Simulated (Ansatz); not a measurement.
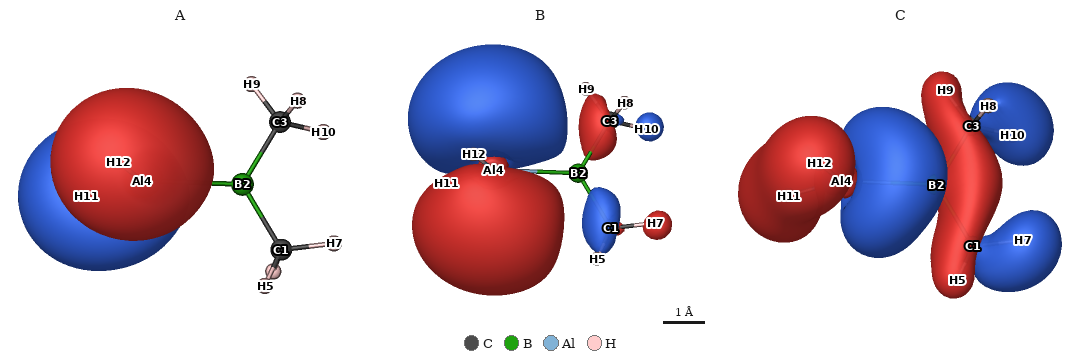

Figure. C2H8AlB (SMILES C[B](C)[AlH2]). Three frontier orbitals at ±0.06 Å⁻³ᐟ² (red and blue are the two phases), in no order.

Geometry: PBE0-D4/def2-TZVP.

These are results of RKS PBE0-D4/def2-TZVPP (Ansatz), not measurements.

| atom | x (Å) | y (Å) | z (Å) |
| --- | --- | --- | --- |
| C | 0.0943 | 1.3953 | -0.7287 |
| B | 0.0228 | 0.0158 | 0.0125 |
| C | 0.8978 | -0.1603 | 1.3012 |
| Al | -1.2249 | -1.5691 | -0.7098 |
| H | -0.0957 | 1.3865 | -1.8042 |
| H | -0.7305 | 1.9791 | -0.2855 |
| H | 1.0084 | 1.9637 | -0.5254 |
| H | 1.8402 | -0.5947 | 0.9262 |
| H | 0.5297 | -0.8607 | 2.0541 |
| H | 1.1731 | 0.7830 | 1.7854 |
| H | -2.7709 | -1.6783 | -0.3173 |
| H | -0.6675 | -2.7153 | -1.6748 |

Order the three orbitals by energy and name them.

A is the HOMO−1 (−8.14 eV). By Hirshfeld shares it lies mainly on Al4 (about 35 %), H12 (about 30 %) and H11 (about 30 %). C is the HOMO (−6.74 eV). It lies mainly on B2 (about 35 %), Al4 (about 30 %), C1 (about 10 %), C3 (about 10 %), H11 (about 5 %) and H12 (about 5 %). B is the LUMO (−1.41 eV). It lies mainly on Al4 (about 75 %).

What is the HOMO–LUMO gap?

5.33 eV between the orbital energies.
